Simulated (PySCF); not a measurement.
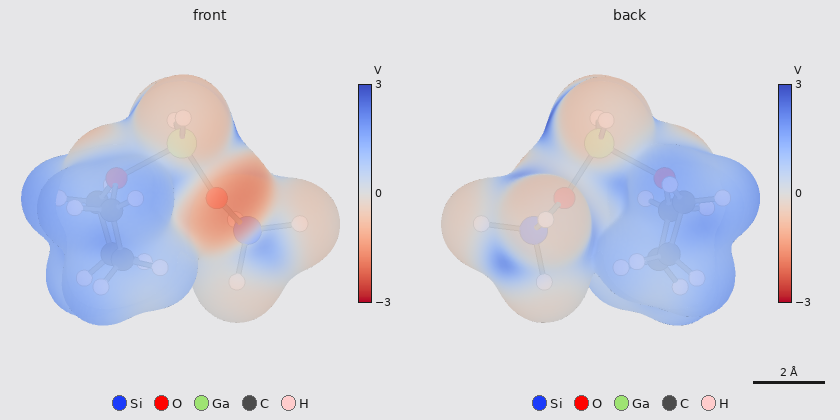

The picture shows: C4H13GaO2Si (SMILES [SiH3][O][GaH2-][O+]1CCCC1). The electrostatic potential painted on the density surface at 0.004 e/bohr³, seen from the front and from behind; the colour scale runs from red (negative) to blue (positive).

Geometry: PBE0-D3(BJ)/def2-SVP.

Computed with PySCF 2.14.0, CAM-B3LYP/def2-SVPD, SCF density, gas phase.

```xyz
21

Si    2.6207   -0.7785   -0.6861
O     1.7694   -0.2710    0.6168
Ga    1.1911    1.2919    1.3753
O    -0.8184    0.9865    0.8581
C    -1.4160   -0.2400    1.2976
C    -1.3036   -1.1850    0.1053
C    -1.1966   -0.2436   -1.1119
C    -1.2200    1.1584   -0.5056
H     1.9521   -1.9792   -1.2914
H     4.0215   -1.1730   -0.3338
H     2.6978    0.2714   -1.7600
H     1.0685    1.1828    2.9328
H     1.4842    2.5688    0.5056
H    -0.8777   -0.5696    2.1953
H    -2.4647   -0.0270    1.5659
H    -2.1683   -1.8605    0.0479
H    -0.3927   -1.7905    0.1955
H    -2.0184   -0.3773   -1.8291
H    -0.2563   -0.4193   -1.6522
H    -0.5290    1.8751   -0.9679
H    -2.2346    1.5912   -0.5057
```

**Describe the electrostatic potential map.**

The most negative region (about −1.7 V, or −39 kcal/mol for a unit charge) lies over O2, the most positive (about +2.2 V, or +51 kcal/mol for a unit charge) over Ga3. O2 is the likeliest acceptor of a hydrogen bond.
